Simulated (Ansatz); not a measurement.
```xyz
6

Ge   -0.2332   -1.5788   -0.1050
N     1.0733   -0.4805    0.5118
N    -1.3489   -0.5869   -1.0129
H     1.8144   -0.8187    1.1147
H    -2.2589   -0.8827   -1.3702
H     0.9778    0.5312    0.5161
```

Geometry: r2SCAN-D4/def2-SVP.

The calculation used Ansatz, isolated molecule in a Gaussian basis; Kohn-Sham density functional theory, functional PBE0.

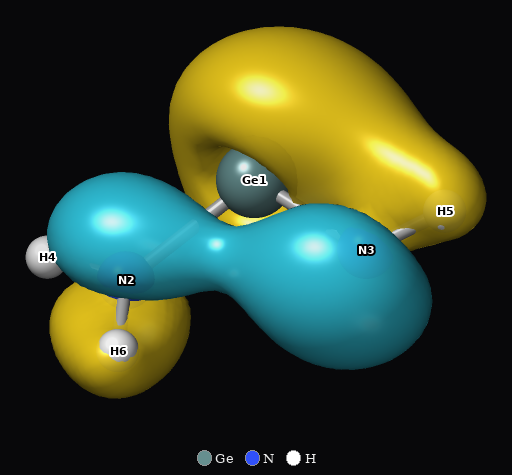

GeH$_{3}$N$_{2}$ (doublet). The HOMO−1 (β) at ±0.1 Å⁻³ᐟ² (yellow and cyan are the two phases), seen at a tilt.

What is the character of this orbital?

Answer. It lies mainly on Ge1 (about 45 %), N3 (about 30 %) and N2 (about 20 %). Its energy is −7.95 eV.
